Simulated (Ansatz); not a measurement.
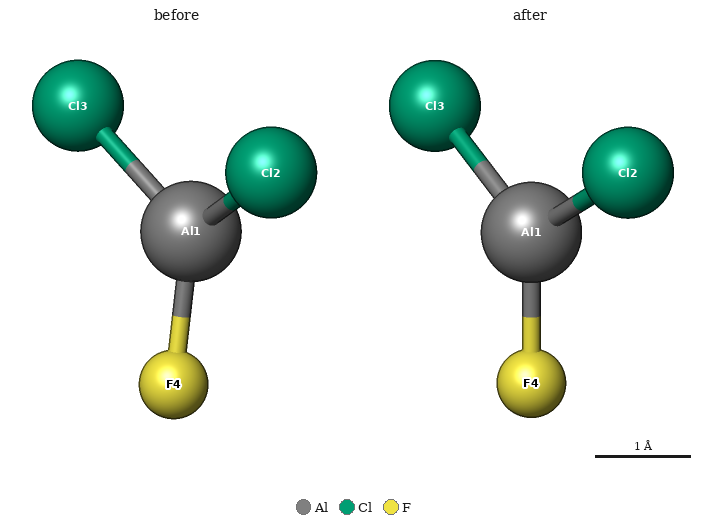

The structure of AlCl2F before (left) and after (right) a relaxation, at one scale.

The picture is a ball-and-stick view, seen from a free direction.

It is one of the separated products of a reaction.

The calculation used RKS PBE0-D4/def2-TZVP in Ansatz. Settings: force threshold 0.005 eV/Å; at most 200 steps.

Describe what moved and what it gained.

After 4 geometry steps the energy has fallen by 9.56 kJ/mol. The largest force component goes from 0.93 to 0.00057 eV/Å. The atom that moves furthest after the best rigid fit is Al1 (0.16 Å). By element the largest moves are Al 0.16 Å, F 0.06 Å, Cl 0.05 Å. Among the contacts that change: Al1–Cl2 2.087 → 2.065 Å, Al1–F4 1.641 → 1.633 Å.
